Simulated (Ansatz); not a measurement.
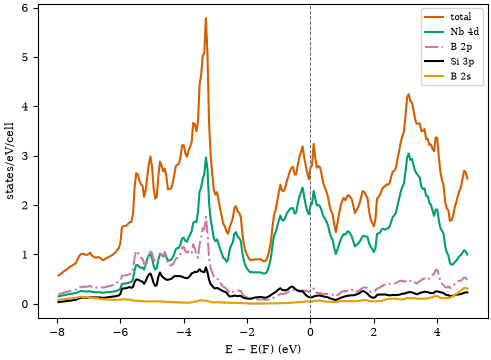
Figure: Total and projected density of states of Nb₂SiB₂ in space group Cmmm (No. 65; Si on 2a, Nb on 4j, B on 4i), PBEsol (plane waves, PAW; program Ansatz)

Task: Which orbitals carry the states next to the Fermi level?

Result: Within 0.5 eV of the Fermi level: Nb 4d 72 %, B 2p 9 %, Si 3p 7 %. Projections are on Löwdin-orthogonalised atomic valence shells; empty p or d shells of many metals are not among them.

Task: Where is the tallest occupied peak in this window, and what makes it?

Result: Near -3.3 eV, about 5.8 states/eV per cell; the largest projected share is Nb 4d.

The start of the workflow was typed in or built on a structure type; neither database checked (COD, Materials Project) lists it. Its standing as an ambient phase is unchecked. The PBEsol relaxation kept the symmetry of its start; whether a distortion lowers the energy is not shown. No spin polarisation was allowed. Scalar-relativistic: spin–orbit coupling is off unless named, which matters more the heavier the elements.

Potentials: the earlier of the program's two PAW sets. The files were generated under PBE; for other functionals the program regenerates the frozen cores, and for LDA and PBEsol the local potential too.
